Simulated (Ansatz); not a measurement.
C₂HF₂Si (doublet)

The calculation's input:

```
crystal:
  periodic: [false, false, false]
  atoms:
    - {symbol: C, position_ang: [-0.085898, 0.313442, 1.696404]}
    - {symbol: C, position_ang: [-0.084922, 0.112394, 0.506336]}
    - {symbol: Si, position_ang: [-0.336347, -0.088597, -1.273296]}
    - {symbol: F, position_ang: [-0.155976, -1.617160, -1.664255]}
    - {symbol: F, position_ang: [0.771508, 0.732672, -2.060734]}
    - {symbol: H, position_ang: [-0.066364, 0.483250, 2.749346]}
basis:
  gaussian: {orbitals: def2-TZVPP}
magnetization: {spin_polarized: true, initial_magnetization: 1}
hamiltonian: {xc: pbe0, dispersion: d4}
output: {orbitals: {seedname: orbitals}}
```

Launched as:

```sh
ansatz run in.yaml --threads 4 --pin off --events-out ev --progress --plain --max-ram 10444MiB
```

Geometry: PBE0-D4/def2-TZVP.

Computed with UKS PBE0-D4/def2-TZVPP in Ansatz.

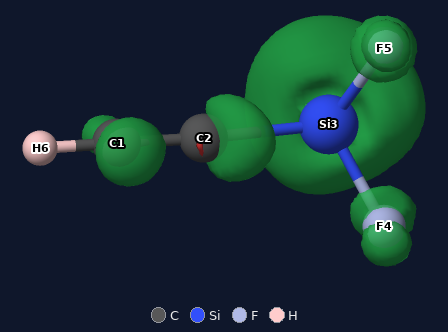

Figure 1. Isosurfaces of the spin density (α minus β) at +0.03 (green) and −0.03 e/Å³ (red), seen at a tilt.

### Where is the unpaired spin?

The unpaired spin (1 electron) lies mostly on Si3 (about 0.8), in electrons by Hirshfeld's partition.

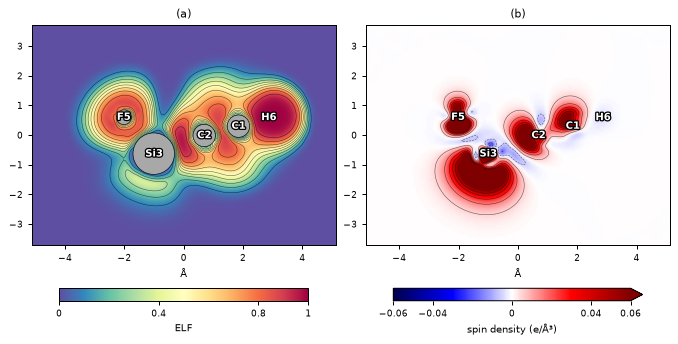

Figure 2. (a) ELF; (b) spin density (α minus β) on the plane of atoms C2, Si3 and F5. Grey discs cover the atomic cores in the ELF map.

### What does the map show?

Atoms in the plane: C, Si, F and H. C–C (1.21 Å): the ELF peaks at about 0.85 between the atoms: a multiple bond. Si–F (1.59 Å): the ELF peaks at about 0.85 in the valence shell of F, 0.6 Å from its nucleus, and is about 0.50 at the midpoint. C–Si (1.81 Å): the ELF peaks at about 0.95 between the atoms; a shared electron pair. C–H (1.07 Å): the ELF climbs to about 1 towards the hydrogen, as it does in any bond to H: a covalent bond by its length. The ELF also peaks beside F5, away from the bonds: non-bonding electrons, paired or unpaired.

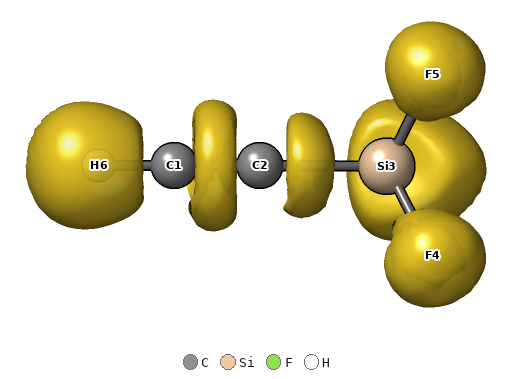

Figure 3. Isosurface of the ELF at 0.8 (yellow), seen across its widest extent. Core shells and regions of very low density are left out.

### Identify the bonds, lone pairs and shells in this picture.

At this value the surface marks out one region between bonded C–C atoms (shared pairs), one region between bonded C–Si atoms (shared pairs), one region around a hydrogen nucleus, one lobe on Si, pointing away from the bonds (non-bonding electrons) and two regions wrapped around F (its lone pairs, merged into a ring or cap).
